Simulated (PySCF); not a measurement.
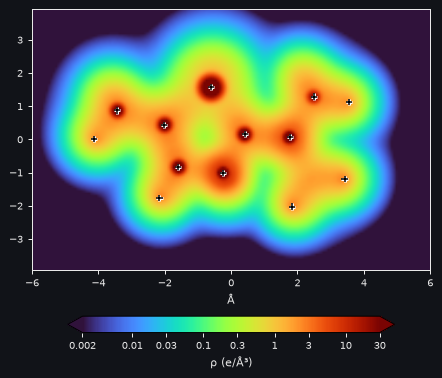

The electron density on a plane through atoms (crosses mark nuclei in the plane).

Computed with PBE0/pcSseg-1, SCF density, gas phase, non-relativistic in PySCF.

Candidates:
A. C6H10AlNS (SMILES CSc1ccc[n+]([AlH3-])c1)
B. C6H9AlN2 (SMILES [H]/N=C\c1ccc[n+]([AlH3-])c1)
C. C6H10NOP (SMILES Cc1coc(N(C)C)p1)

Question: Which candidate gave the map?

Answer: Candidate C: C6H10NOP on the plane of atoms N6, C5 and P9, which holds C, O, N, P and H. C–O (1.34 Å): ρ at the midpoint is about 2.4 e/Å³. C–C (1.35 Å): ρ is about 2.2 e/Å³ halfway.
